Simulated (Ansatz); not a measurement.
# Lattice dynamics of ReS2 monolayer (2H), part 3 of 3

How does ReS2 monolayer (2H) vibrate, and is this structure a minimum?

Ansatz 0.2.0; DFT PBEsol, scalar-relativistic, plane waves, PAW.

So far. Step 3 (Relaxing to small forces for the phonons): The largest force component left is 0.11 meV/Å, within the tolerances set. Step 4 (Linear response at the zone centre): Before it was imposed, the acoustic sum rule was missed by 2.6e-5 eV/Å². Small misses are needed for a sound result but don't prove that mesh and cutoff are converged. The lowest optical mode is real, 242 cm⁻¹.

## (5) Response at finite wavevector (continued)

The phonon density of states has structure finer than the step of the table below, so its rows give means over 25 cm⁻¹, whole bins alone (the curve runs from -228 to 388 cm⁻¹). Peaks (cm⁻¹: height): 87.5: 0.0360, 152.5: 0.0414, 252.5: 0.068, 292.5: 0.138, 332.5: 0.0549.

Tetrahedra on a 24×24×1 mesh, mean over bins of 5 cm-1. Interpolated from a 6×6×1 q mesh. Phonon density of states against wavenumber; means over each step:

```
wavenumber (cm⁻¹)  phonon density of states (1/cm⁻¹/cell)
             -200                                 0.00292
             -175                                 0.00349
             -150                                 0.00477
             -125                                 0.00879
             -100                                 0.00396
              -75                                 0.00205
              -50                                  9.2e-4
              -25                                 0.00172
                0                                 0.00289
               25                                 0.00535
               50                                  0.0112
               75                                  0.0261
              100                                  0.0191
              125                                 0.00794
              150                                  0.0176
              175                                       0
              200                                       0
              225                                 0.00357
              250                                  0.0360
              275                                  0.0522
              300                                  0.0916
              325                                  0.0404
              350                                  0.0126
              375                                 0.00343
```

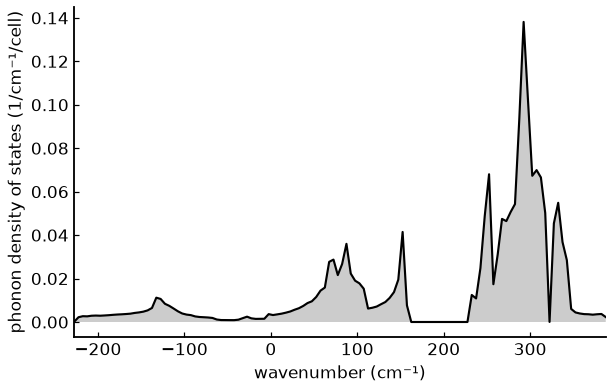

Phonon density of states, plotted against wavenumber.

The partial phonon density of states has structure finer than the step of the table below, so its rows give means over 25 cm⁻¹, whole bins alone (the curve runs from -234 to 410 cm⁻¹). Peaks (cm⁻¹: height): Re -181.1: 0.00462, -120.4: 0.00781, 37.5: 0.00876, 82.0: 0.0240, 150.8: 0.0203, 300.6: 0.0151; S 252.0: 0.0465, 292.5: 0.0988, 333.0: 0.0417.

Phonopy on the run's constants, 21x21x1 mesh, Gaussian sigma 4.6 cm-1. Interpolated from a 6×6×1 q mesh. Table of partial phonon density of states by wavenumber; means over each step; values in 1/cm⁻¹/cell:

```
wavenumber (cm⁻¹)       Re        S
             -200  0.00234   3.6e-4
             -175  0.00326   5.2e-4
             -150  0.00430   7.2e-4
             -125  0.00702  0.00121
             -100  0.00341   6.5e-4
              -75  0.00213   4.1e-4
              -50   8.5e-4   1.6e-4
              -25  0.00122   2.0e-4
                0  0.00112   3.9e-4
               25  0.00548  0.00137
               50  0.00837  0.00221
               75   0.0212  0.00491
              100   0.0151  0.00373
              125  0.00646  0.00209
              150   0.0134  0.00354
              175   3.7e-4   8.4e-5
              200        0   1.8e-7
              225   2.2e-4  0.00402
              250  0.00149   0.0347
              275  0.00285   0.0520
              300   0.0131   0.0739
              325  0.00455   0.0359
              350   5.5e-4   0.0131
              375   1.7e-5  0.00329
```

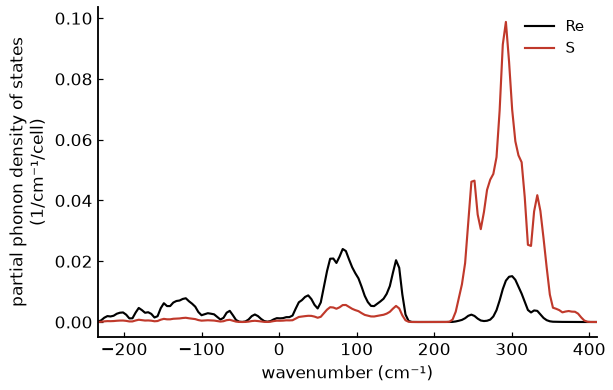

Partial phonon density of states against wavenumber.

Symmetry leaves 7 wavevectors to solve. The lowest mode among them, the acoustic zeros apart, lies at q = (0, -0.5, 0) and is imaginary, 226.3i cm⁻¹, so the energy falls along it.

## (6) Isotope substitution

An isotope changes the mass and not the force constants, so no new electronic calculation is needed; the shifts show which modes move this element.

The same force constants with the mass of S changed from 32.060 to 33.968 u (phonopy, no LO-TO term). Both lists are sorted by frequency; levels can cross, so a row need not hold one and the same mode. Modes under 3 cm⁻¹ are left out. Isotope shifts, by row:

```
         q  rank  natural mass (cm⁻¹)  changed mass (cm⁻¹)
     0 0 0     4                242.3                237.2
     0 0 0     5                258.3                250.9
     0 0 0     6                258.3                250.9
     0 0 0     7                316.4                309.7
     0 0 0     8                316.4                309.7
     0 0 0     9                388.2                377.2
0 0.1667 0     1                44.02                43.67
0 0.1667 0     2                 65.4                64.94
0 0.1667 0     3                90.82                90.27
0 0.1667 0     4                238.1                231.3
0 0.1667 0     5                  264                256.5
0 0.1667 0     6                301.7                295.4
0 0.1667 0     7                  307                299.9
0 0.1667 0     8                  313                306.2
0 0.1667 0     9                360.8                350.6
0 0.3333 0     1               -112.8               -112.3
0 0.3333 0     2                78.14                77.75
0 0.3333 0     3                123.3                122.3
0 0.3333 0     4                253.6                247.1
0 0.3333 0     5                270.2                262.5
0 0.3333 0     6                291.8                284.8
0 0.3333 0     7                294.1                286.9
0 0.3333 0     8                294.8                287.1
0 0.3333 0     9                333.9                325.2
  0 -0.5 0     1               -226.3               -225.5
  0 -0.5 0     2               -38.77               -38.62
  0 -0.5 0     3                156.8                156.2
  0 -0.5 0     4                241.8                235.8
  0 -0.5 0     5                275.4                267.5
  0 -0.5 0     6                282.7                275.7
  0 -0.5 0     7                292.6                284.3
  0 -0.5 0     8                312.3                304.4
  0 -0.5 0     9                345.1                335.4
```

A mode of this element alone would shift by -2.85 %. The highest zone-centre frequency without the field goes from 388.2 to 377.2 cm⁻¹ (-2.8 %). The product of the frequency ratios over all optical modes at Γ is 0.860; the product rule, (m/m′)^(3k/2) (M′/M)^(3/2) with k = 2 such atoms and M the mass of the cell, gives 0.860.

## (7) Outcome

| Quantity | Value |
| --- | --- |
| space group after relaxation (within 0.01 Å) | P-6m2 |
| area per atom | 2.60 Å² |
| electronic character | no gap on this mesh |
| highest optical mode at the zone centre (no LO-TO term) | 388 cm⁻¹ |
| lowest optical zone-centre mode | 242 cm⁻¹ |
| lowest mode on the q mesh (acoustic modes at Γ apart) | -226 cm⁻¹ |
| highest frequency on the path or at a solved wavevector | 388 cm⁻¹ |
| imaginary modes on the 6×6×1 q mesh | yes |

**Reading.** Modes are clearly imaginary (beyond 10i cm⁻¹) at 5 of the 7 irreducible wavevectors, most at q = (0, -0.5, 0) (226.3i cm⁻¹), so this structure is not a minimum of the energy. The optical modes at Γ span 242 to 388 cm⁻¹. The highest mode in this list at Γ, 388.2 cm⁻¹, is mostly motion of S (100 % of the kinetic energy). With no gap, or one that is small against the smearing, the frequencies hang on the k mesh and the smearing, most of all near Kohn anomalies. The phonon runs are without spin polarisation, although the cell has an odd electron count. In a sheet or slab the interpolated bending branch near Γ is rough, since the rotational sum rule isn't imposed. Spin-orbit coupling is left out, which can matter for the heavy elements here. A phonon run warned that its eigensolver left some bands unconverged in a pass. The starting cell was built on a prototype and not taken from a measurement. These are harmonic frequencies at zero temperature: anharmonic shifts, linewidths and thermal expansion are left out.

[Logs are printed without paths, hosts, clocks, repeated set-up lines and the standing remarks that a program may print on its own settings, such as how far it seeks lower states.]

[Hosts, paths, dates, database ids (printed as entryN), source tags and the programs' standing remarks are cut or masked in the printed files.]
